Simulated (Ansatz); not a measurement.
# ClH$_{2}$Si···CH$_{3}$: what the fields show

Input

```
crystal:
  periodic: [false, false, false]
  atoms:
    - {symbol: Si, position_ang: [-0.736828, 1.134263, -0.107387]}
    - {symbol: C, position_ang: [0.398048, -0.760202, -0.208417]}
    - {symbol: H, position_ang: [0.058731, 0.425666, -1.169221]}
    - {symbol: H, position_ang: [-1.799303, 0.333377, 0.543903]}
    - {symbol: Cl, position_ang: [0.410330, 2.017440, 1.374626]}
    - {symbol: H, position_ang: [1.347568, -0.778879, -0.743648]}
    - {symbol: H, position_ang: [-0.265571, -1.550671, -0.552148]}
    - {symbol: H, position_ang: [0.587024, -0.820993, 0.862392]}
basis:
  gaussian: {orbitals: def2-TZVPP}
hamiltonian: {xc: pbe0, dispersion: d4}
output: {orbitals: {seedname: orbitals}}
```

Command:

```sh
ansatz run in.yaml --threads 2 --pin off --events-out ev --progress --plain --max-ram 4352MiB
```

A transition-state structure; geometry: PBE0-D4/def2-TZVP.

The calculation used Ansatz 0.2.0, RKS PBE0-D4/def2-TZVPP.

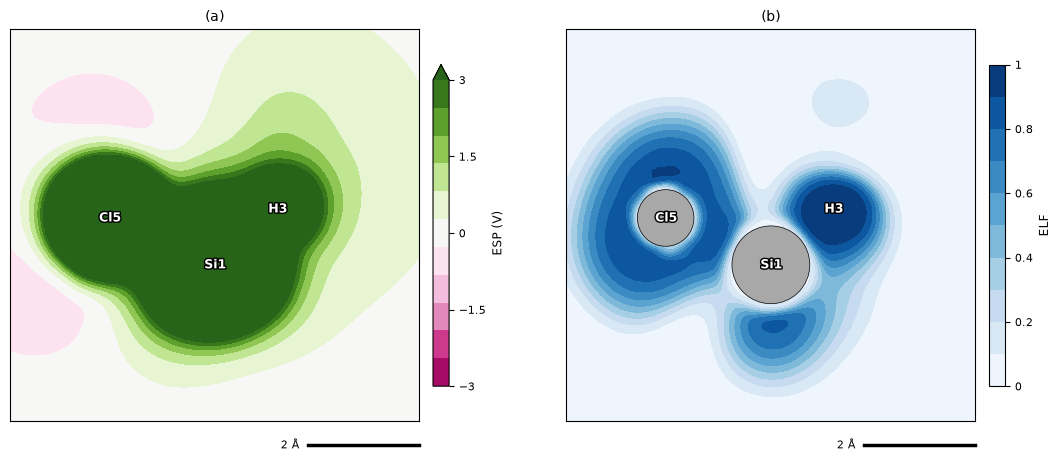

Figure 1. (a) electrostatic potential; (b) ELF on the plane of atoms H3, Si1 and Cl5. Grey discs cover the atomic cores in the ELF map.

> Describe what can be read from this map.

Atoms in the plane: Si, H and Cl. Si–Cl (2.07 Å): the ELF peaks at about 0.85 between the atoms; a shared but strongly polarised pair. Si–H (1.50 Å): the ELF climbs to about 1 towards the hydrogen, as it does in any bond to H. The ELF also peaks beside Cl5, away from the bonds: lone-pair regions. Outside the dense part of the complex the potential is most negative (−0.5 V) near Cl5.

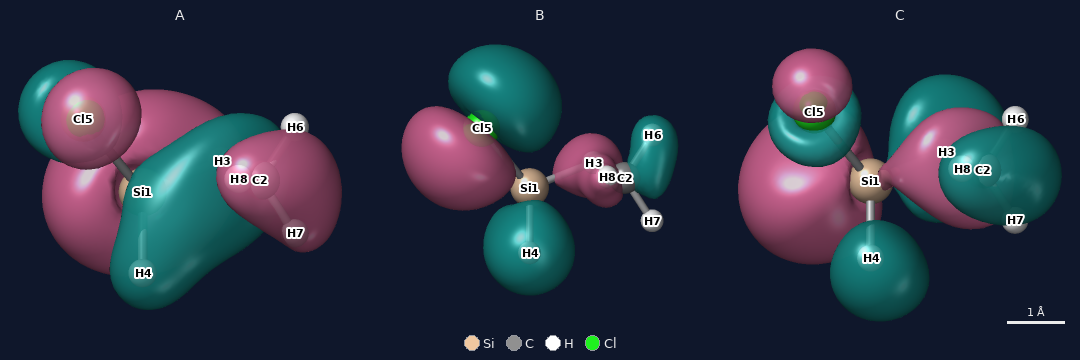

Figure 2. Three frontier orbitals at ±0.08 Å⁻³ᐟ² (teal and pink are the two phases), in no order.

> Which picture is the HOMO−1, the HOMO and the LUMO?

B is the HOMO−1 (−9.07 eV). Its weight (Hirshfeld) is mainly on Cl5 (about 75 %), Si1 (about 10 %) and H4 (about 10 %); largely a lone pair of Cl5. A is the HOMO (−6.25 eV). Its weight (Hirshfeld) is mainly on Si1 (about 50 %), C2 (about 20 %), Cl5 (about 10 %) and H3 (about 5 %). C is the LUMO (−1.33 eV). It lies mainly on Si1 (about 45 %), C2 (about 20 %), H3 (about 15 %), Cl5 (about 10 %) and H4 (about 5 %).

> What is the HOMO–LUMO gap?

4.92 eV between the orbital energies.

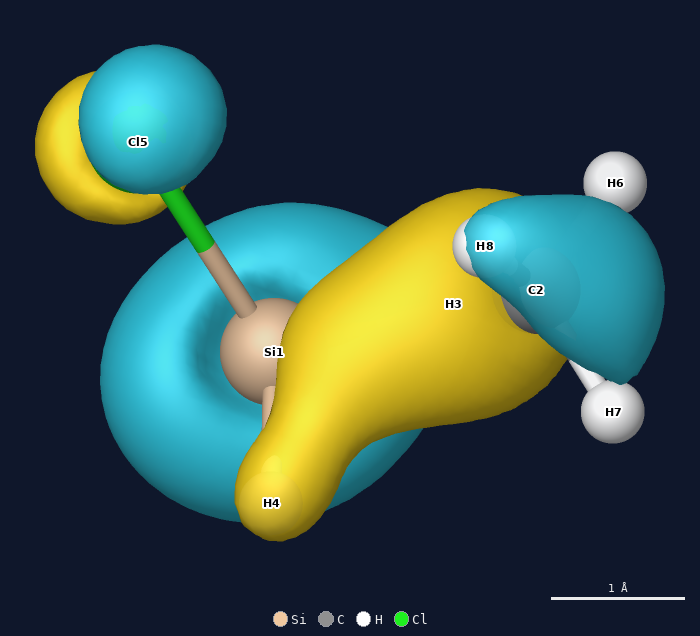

Figure 3. One frontier orbital at ±0.15 Å⁻³ᐟ² (yellow and cyan are the two phases), seen across its widest extent.

> Which orbital is it: HOMO or LUMO?

The HOMO, at −6.25 eV. By Hirshfeld shares it lies mainly on Si1 (about 50 %), C2 (about 20 %), Cl5 (about 10 %) and H3 (about 5 %).
